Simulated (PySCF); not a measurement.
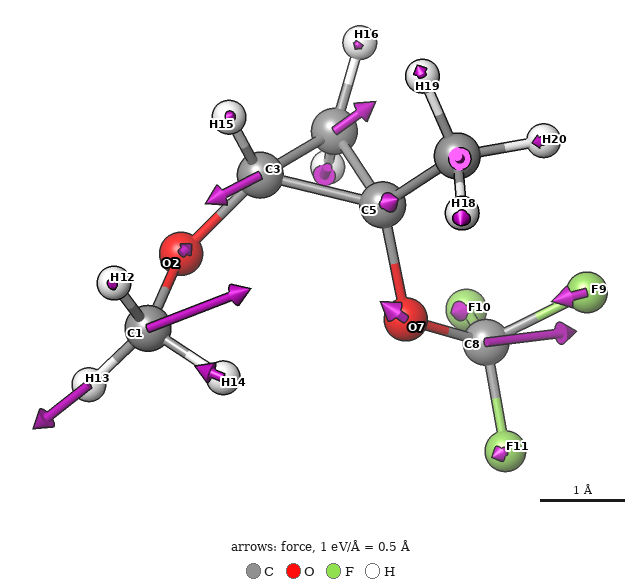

Starting geometry of C$_{6}$H$_{9}$F$_{3}$O$_{2}$ with the computed forces as purple arrows. The picture is a ball-and-stick view, seen at a tilt.

The start comes from GFN2-xTB. Its atoms were then displaced at random by about 0.01 Å.

The calculation used PySCF 2.14.0, density-fitted response routines, PBE0-D3(BJ)/def2-SVP geometry optimisation, gas phase. 

Question: Is this structure relaxed? If not, where do the atoms go?

Answer: It isn't relaxed: the largest force vector, on a C atom, is 2.92 eV/Å. The final displacements have little in common with the starting forces (cosine between the two patterns 0.12). An F atom moves most after the best rigid fit: 0.41 Å. Largest moves by element: F 0.41 Å, H 0.15 Å, C 0.08 Å, O 0.08 Å. Among the contacts that change: C–H 1.050 → 1.098 Å, C–F 1.373 → 1.337 Å, C–C 1.461 → 1.492 Å, C–O 1.307 → 1.338 Å. Among the angles between lasting bonds that change: F–C–F 103.4° → 106.7°, C–C–H 117.6° → 114.5°, H–C–H 111.4° → 108.5°. The energy falls by 0.196 eV in 11 geometry steps. The run took 9.2 min on 1 thread of AMD EPYC, on a shared host.
